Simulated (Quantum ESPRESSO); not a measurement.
Converging shifted k-point meshes: Nb (Im-3m, 1 atom in the cell)

```
Nb
1.0
   -1.65825     1.65825     1.65825
    1.65825    -1.65825     1.65825
    1.65825     1.65825    -1.65825
Nb
1
Cartesian
  0.00000   0.00000   0.00000
```

Method of the run: PBE, PSlibrary ultrasoft (PBE) pseudopotentials (plane waves; Quantum ESPRESSO 7.5).

Base settings: ecutwfc = 55 Ry; ecutrho = 330 Ry; occupations = smearing; smearing = fermi-dirac; degauss = 0.0073499 Ry; potentials = {Nb: Nb.pbe-spn-rrkjus_psl.1.0.0.UPF}; K_POINTS = automatic 14 14 14 0 0 0; conv_thr = 1e-09 Ry; mixing_beta = 0.3.

Only quantities that move along the ladder and can be compared are tabulated.

The count of work is k-points × plane waves × bands × iterations; it is no time. 

The starting cell has typed, rounded lattice constants, without a prior relaxation at this level. Its lattice was rescaled by up to half a per cent. Spin polarisation is off.

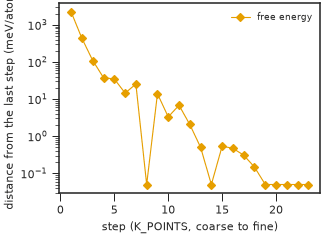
*Distance from the last step along the ladder; very small values are drawn at a floor.*

```tsv
K_POINTS	free energy less the last step's (meV/atom)	pressure (GPa)	count of work / last
automatic 2 2 2 1 1 1	2204.50	30.31	0.00086
automatic 3 3 3 1 1 1	428.59	12.15	0.0019
automatic 4 4 4 1 1 1	-108.84	-4.38	0.0024
automatic 5 5 5 1 1 1	-37.59	-3.78	0.0040
automatic 6 6 6 1 1 1	-34.79	-0.92	0.0057
automatic 7 7 7 1 1 1	14.50	-1.26	0.0080
automatic 8 8 8 1 1 1	25.26	-1.70	0.0081
automatic 9 9 9 1 1 1	0.01	-1.49	0.014
automatic 10 10 10 1 1 1	-13.94	-2.00	0.018
automatic 11 11 11 1 1 1	-3.31	-1.91	0.022
automatic 12 12 12 1 1 1	6.80	-1.37	0.027
automatic 13 13 13 1 1 1	2.07	-1.46	0.037
automatic 15 15 15 1 1 1	-0.50	-1.82	0.048
automatic 16 16 16 1 1 1	-0.01	-1.54	0.063
automatic 18 18 18 1 1 1	0.54	-1.75	0.086
automatic 20 20 20 1 1 1	-0.47	-1.66	0.10
automatic 22 22 22 1 1 1	0.31	-1.69	0.15
automatic 24 24 24 1 1 1	-0.15	-1.69	0.17
automatic 27 27 27 1 1 1	0.01	-1.67	0.23
automatic 30 30 30 1 1 1	0.00	-1.68	0.30
automatic 33 33 33 1 1 1	0.03	-1.68	0.44
automatic 37 37 37 1 1 1	0.01	-1.69	0.54
automatic 41 41 41 1 1 1	0.00	-1.69	0.72
automatic 46 46 46 1 1 1	0.00	-1.69	1.0
```

Coarsest K_POINTS that holds the free energy within 1 meV/atom of the last step, with all finer ones: automatic 15 15 15 1 1 1, at 0.048 of the last step's count of work; the step before is off by 2.1 meV/atom.

Coarsest K_POINTS that holds the pressure within 0.1 GPa of the last step, with all finer ones: automatic 18 18 18 1 1 1, at 0.086 of the last step's count of work; the step before is off by 0.15 GPa.
